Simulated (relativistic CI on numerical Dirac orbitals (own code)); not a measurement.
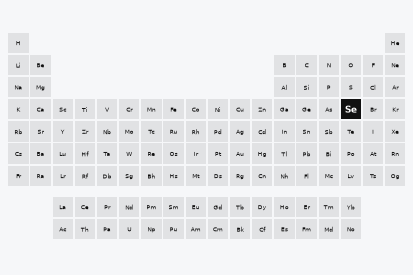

The place of selenium in the periodic table.

## Se: relativistic CI calculation

Se. Level asked for: Dirac-Coulomb-Breit CI, KLI orbitals optimised for each configuration, model QED (radiative potential, 1s self-energy scaled to tabulated hydrogen-like ionisation energies), numerical settings as typed (relativistic CI on numerical Dirac orbitals, in-house).

**Input file**
```
atom Se  Z=34  charge=1  electrons=33
nucleus A=80  rms_radius_fm=4.1400
hamiltonian dirac-coulomb  breit=on  qed=on  c_scale=1
orbitals kli  potential=per-configuration
slater_scale 1
correlation none
mixing on
grid step=0.0125 r_max=201.2
scf mixing=0.4 start=green max_iterations=88 tolerance=2e-08 node_fill=0.05
configurations
  [Ar] 3d10 4s2 4p4
  [Ar] 3d10 4s2 4p3 4d
  [Ar] 3d10 4s2 4p3 5s
  [Ar] 3d10 4s 4p5
  [Ar] 3d10 4s2 4p3 5p
end
```

The run was one of a batch that the task file lists, launched with:
```bash
python <driver script> task.json out
```

The program writes its results to a structured record and prints no log; tables and figures of this report are taken from that record.

**Outcome**

```
quantity                      value
 outcome     refused by the program
hardware  1 CPU thread, shared host
```

**Diagnosis**

The input is odd on purpose: charge. The program refused the input; the driver noted: configuration [Ar] 3d10 4s2 4p4 has 34 electrons, the ion has 33.
